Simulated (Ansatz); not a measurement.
# How thick a slab does the work function of Ir need?

Slabs of Ir from 1 to 13 layers are run on 3 faces. From which thickness on does the work function stay within 0.05 eV of the thickest slab's, and does that depend on the face?

**Method.** Ansatz 0.2.0, plane waves with PAW datasets (its set soft_2), PBE; symmetric slabs at bulk places and the tabulated experimental lattice constant, 18 Å of vacuum, one k-mesh a face (spacing 0.16 Å⁻¹, 2π included), Fermi-Dirac smearing of 0.1 eV.

Results:

| layers | Ir(100) (eV) | Ir(110) (eV) | Ir(111) (eV) |
| --- | --- | --- | --- |
| 1 | 6.166 | 6.018 | 6.422 |
| 2 | 5.688 | 5.169 | 5.418 |
| 3 | 5.464 | 5.108 | 5.412 |
| 4 | 5.545 | 4.962 | 5.509 |
| 5 | 5.549 | 5.003 | 5.531 |
| 6 | 5.553 | 5.077 | 5.506 |
| 7 | 5.547 | 5.031 | 5.504 |
| 8 | 5.547 | 5.025 | 5.519 |
| 10 | 5.543 | 5.043 | 5.513 |
| 13 | 5.543 | 5.039 | 5.517 |

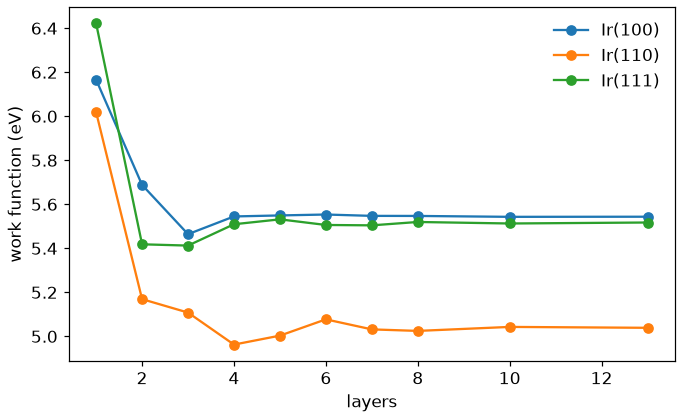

Work function against thickness.

What this shows: Within 0.05 eV of the 13-layer value: Ir(100) from 4 layers on, Ir(110) from 5 layers on and Ir(111) from 4 layers on. In length between the outer atoms these thicknesses are 5.8 Å, 5.4 Å and 6.7 Å. From four layers on the values span 0.011 to 0.115 eV, most on Ir(110). Thirteen layers cost about 8 to 9 times the CPU time of four.

Caveats: The 13-layer slab is the reference and is itself not proved converged. Thicknesses missing from the table have no sound run at this vacuum, and where values alternate they could fall outside the band. Spin-orbit coupling is left out. The smearing damps swings with thickness. The slabs are unrelaxed and unreconstructed, and the CPU ratio is rough.
